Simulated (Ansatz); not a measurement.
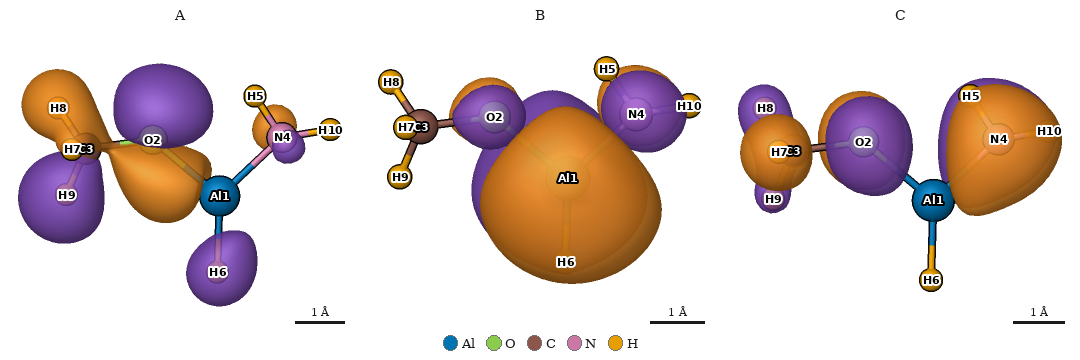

CH6AlNO. Three frontier orbitals at ±0.08 Å⁻³ᐟ² (orange and purple are the two phases), in no order.

Not at a stationary point (largest force 1.6 eV/Å).

Theory: Ansatz, UKS BLYP-D4/def2-SVP.

```xyz
10

Al   -0.6053   -0.9593    0.5305
O     0.3134    0.4273   -0.1932
C     1.4179    0.4936   -1.0646
N    -1.8541    0.0106    1.3068
H    -1.5469    0.9527    1.0380
H    -0.2967   -2.5049    0.4377
H     1.1057    0.5916   -2.1323
H     2.0419    1.3872   -0.8284
H     2.0957   -0.3946   -1.0068
H    -2.6718   -0.0043    1.9123
```

> Which picture is the HOMO−1, the HOMO and the LUMO?

A is the HOMO−1 (−5.97 eV). It lies mainly on O2 (about 60 %), C3 (about 10 %), H9 (about 10 %) and Al1 (about 10 %). C is the HOMO (−5.18 eV). Its weight (Hirshfeld) is mainly on N4 (about 45 %) and O2 (about 30 %); largely a combination of lone pairs on N4 and O2. B is the LUMO (−0.55 eV). It lies mainly on Al1 (about 70 %), N4 (about 10 %), O2 (about 5 %) and H6 (about 5 %).

> What is the HOMO–LUMO gap?

4.63 eV between the orbital energies.
